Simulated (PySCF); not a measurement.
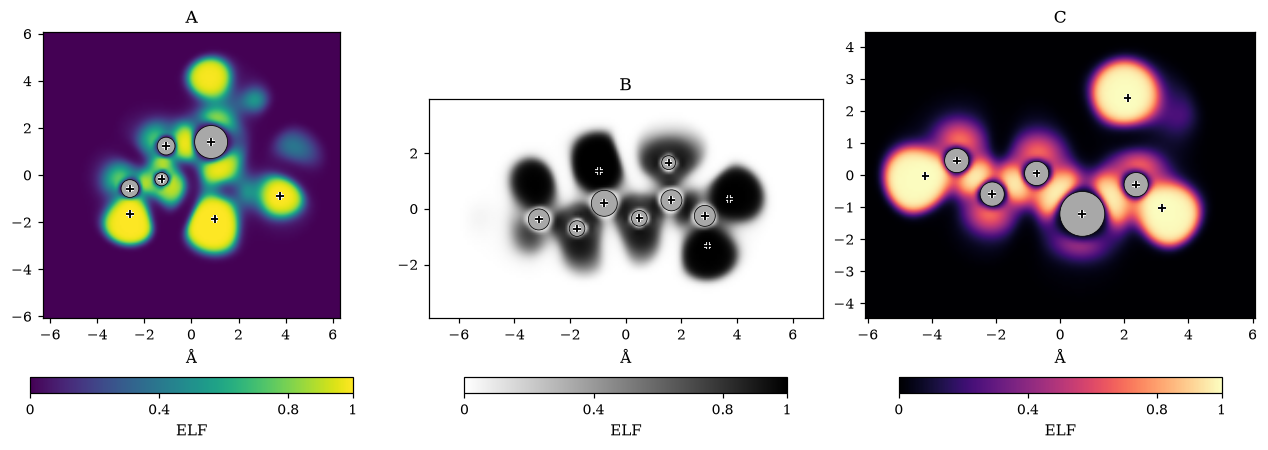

The ELF of 3 systems, each on a plane through atoms (crosses mark nuclei in the plane; grey discs cover the cores).

These are results of PBE0/pcSseg-1, SCF density, gas phase, non-relativistic (PySCF), not measurements.

System 1: C4H8BFO2 (SMILES C=C(F)OBOCC), the plane of atoms H9, C1 and H10. Geometry: GFN2-xTB.

```xyz
16

C    -3.8140   -0.0829    0.2800
C    -2.5953    0.4150    0.4028
F    -2.4414    1.7106    0.7802
O    -1.4676   -0.2413    0.1878
B    -0.1884    0.2290    0.3251
O     0.7558   -0.6813    0.0761
C     2.1391   -0.4096    0.1226
C     2.7075   -0.2626   -1.2846
H    -3.9546   -1.1025   -0.0170
H    -4.6729    0.5271    0.4787
H     0.0531    1.3398    0.6489
H     2.6103   -1.2566    0.6331
H     2.3281    0.5036    0.7009
H     3.7802   -0.0979   -1.2338
H     2.2413    0.5810   -1.7880
H     2.5113   -1.1625   -1.8614
```

System 2: C4H13ClOSi2, the plane of atoms O2, C3 and Si4. Geometry: GFN2-xTB.

```yaml
atoms:
  - { symbol: C, position_ang: [2.8981, 1.4814, -0.1996] }
  - { symbol: O, position_ang: [1.6541, 0.9611, 0.1861] }
  - { symbol: C, position_ang: [1.6521, -0.4397, 0.4115] }
  - { symbol: Si, position_ang: [-0.1899, -0.8124, 0.7995] }
  - { symbol: C, position_ang: [-0.6299, -2.5372, 0.1131] }
  - { symbol: Si, position_ang: [-1.1927, 1.0165, -0.2263] }
  - { symbol: C, position_ang: [-3.0862, 1.0004, 0.1275] }
  - { symbol: Cl, position_ang: [-3.7772, -0.5824, -0.3133] }
  - { symbol: H, position_ang: [2.7666, 2.5550, -0.3227] }
  - { symbol: H, position_ang: [3.2355, 1.0427, -1.1473] }
  - { symbol: H, position_ang: [3.6608, 1.2919, 0.5659] }
  - { symbol: H, position_ang: [2.0158, -0.9635, -0.4822] }
  - { symbol: H, position_ang: [2.3383, -0.6886, 1.2296] }
  - { symbol: H, position_ang: [-0.3233, -0.8853, 2.2705] }
  - { symbol: H, position_ang: [-0.4897, -2.5826, -0.9640] }
  - { symbol: H, position_ang: [-0.0215, -3.3211, 0.5578] }
  - { symbol: H, position_ang: [-1.6699, -2.7739, 0.3130] }
  - { symbol: H, position_ang: [-0.8021, 2.3633, 0.2079] }
  - { symbol: H, position_ang: [-1.0969, 0.9958, -1.6956] }
  - { symbol: H, position_ang: [-3.3232, 1.1543, 1.1776] }
  - { symbol: H, position_ang: [-3.6276, 1.7412, -0.4548] }
```

System 3: C7H15ClSi, the plane of atoms Si5, C4 and H15. Geometry: GFN2-xTB.

```yaml
atoms:
  - { symbol: C, position_ang: [-2.2804, -1.2933, -0.5738] }
  - { symbol: C, position_ang: [-2.3059, -0.2396, 0.2274] }
  - { symbol: C, position_ang: [-2.9254, 1.0621, -0.1779] }
  - { symbol: C, position_ang: [-1.6965, -0.2639, 1.5943] }
  - { symbol: Si, position_ang: [0.0165, 0.5815, 1.6561] }
  - { symbol: Cl, position_ang: [0.7587, 0.3504, 3.5326] }
  - { symbol: C, position_ang: [1.1949, -0.2462, 0.4147] }
  - { symbol: C, position_ang: [2.6042, 0.3448, 0.4224] }
  - { symbol: C, position_ang: [3.5320, -0.3961, -0.5326] }
  - { symbol: H, position_ang: [-1.8319, -2.2244, -0.2709] }
  - { symbol: H, position_ang: [-2.7098, -1.2715, -1.5611] }
  - { symbol: H, position_ang: [-2.1717, 1.8485, -0.1884] }
  - { symbol: H, position_ang: [-3.3750, 0.9928, -1.1649] }
  - { symbol: H, position_ang: [-3.6950, 1.3512, 0.5370] }
  - { symbol: H, position_ang: [-2.3622, 0.2356, 2.2996] }
  - { symbol: H, position_ang: [-1.5909, -1.2976, 1.9277] }
  - { symbol: H, position_ang: [-0.0822, 2.0263, 1.4228] }
  - { symbol: H, position_ang: [1.2652, -1.3144, 0.6343] }
  - { symbol: H, position_ang: [0.7816, -0.1702, -0.5922] }
  - { symbol: H, position_ang: [3.0128, 0.2943, 1.4336] }
  - { symbol: H, position_ang: [2.5589, 1.3982, 0.1385] }
  - { symbol: H, position_ang: [3.6106, -1.4435, -0.2487] }
  - { symbol: H, position_ang: [4.5284, 0.0398, -0.5153] }
  - { symbol: H, position_ang: [3.1513, -0.3448, -1.5507] }
```

Match each panel to its system.

Panel A is system 2, C4H13ClOSi2: the plane holds C, O, Si and H. C–O (1.40 Å): the ELF peaks at about 0.90 between the atoms: a polar covalent bond. Panel B is system 1, C4H8BFO2: the plane holds C, F, O, B and H. C–C (1.32 Å): the ELF peaks at about 0.95 between the atoms: a short, multiple covalent bond. Panel C is system 3, C7H15ClSi: the plane holds C, Si and H. C–Si (1.90 Å): the ELF peaks at about 0.95 between the atoms; localised, covalent bonding.
